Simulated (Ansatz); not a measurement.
C3H4Cl3 (SMILES [CH2]CC(Cl)(Cl)Cl) (doublet)

```json
{"atom": "C", "x (Å)": "-1.5066", "y (Å)": "-0.4102", "z (Å)": "-0.0484"}
{"atom": "C", "x (Å)": "-0.0116", "y (Å)": "-0.7270", "z (Å)": "-0.0823"}
{"atom": "C", "x (Å)": "0.8865", "y (Å)": "0.5140", "z (Å)": "0.0593"}
{"atom": "Cl", "x (Å)": "0.6134", "y (Å)": "1.6688", "z (Å)": "-1.2743"}
{"atom": "Cl", "x (Å)": "2.5935", "y (Å)": "0.0057", "z (Å)": "0.0040"}
{"atom": "Cl", "x (Å)": "0.6097", "y (Å)": "1.3416", "z (Å)": "1.6166"}
{"atom": "H", "x (Å)": "-1.8052", "y (Å)": "0.2452", "z (Å)": "-0.8928"}
{"atom": "H", "x (Å)": "-1.8075", "y (Å)": "0.0400", "z (Å)": "0.9205"}
{"atom": "H", "x (Å)": "0.2151", "y (Å)": "-1.2382", "z (Å)": "-1.0426"}
{"atom": "H", "x (Å)": "0.2128", "y (Å)": "-1.4400", "z (Å)": "0.7400"}
```

These are results of SCF revpbe0, Gaussian basis in Ansatz 0.2.0, not measurements.

Q: What will maps of the electron density, electron localisation function and spin density show?

A: C–C (1.53 Å): ρ is about 1.6 e/Å³ halfway; the ELF peaks at about 1 between the atoms; localised, covalent bonding.
C–Cl (1.78 Å): the density is about 1.3 e/Å³ at the midpoint; the ELF peaks at about 0.90 between the atoms (a covalent bond).
The unpaired spin (1 electron) lies mostly on C1 (about 0.8), in electrons by Hirshfeld's partition.

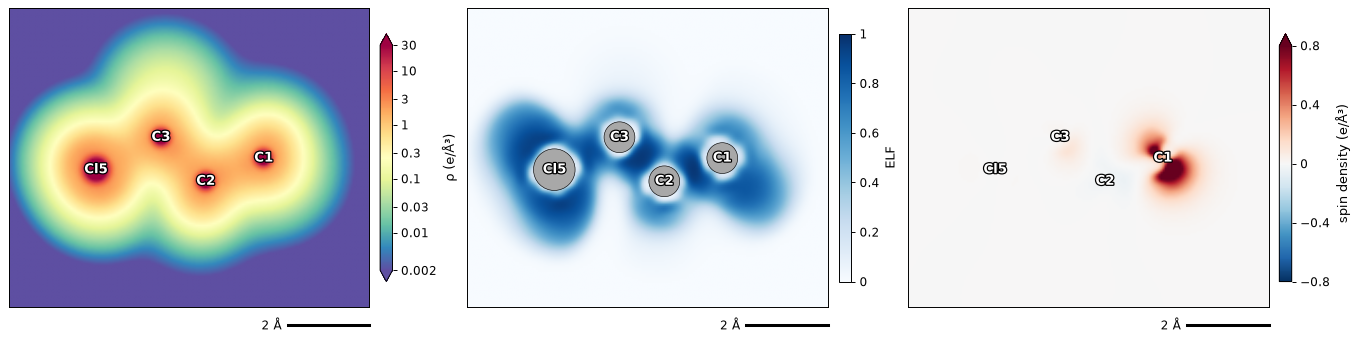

Computed electron density, electron localisation function and spin density on the plane of atoms C1, C2 and C3, in this order. Grey discs cover the atomic cores in the ELF map. 
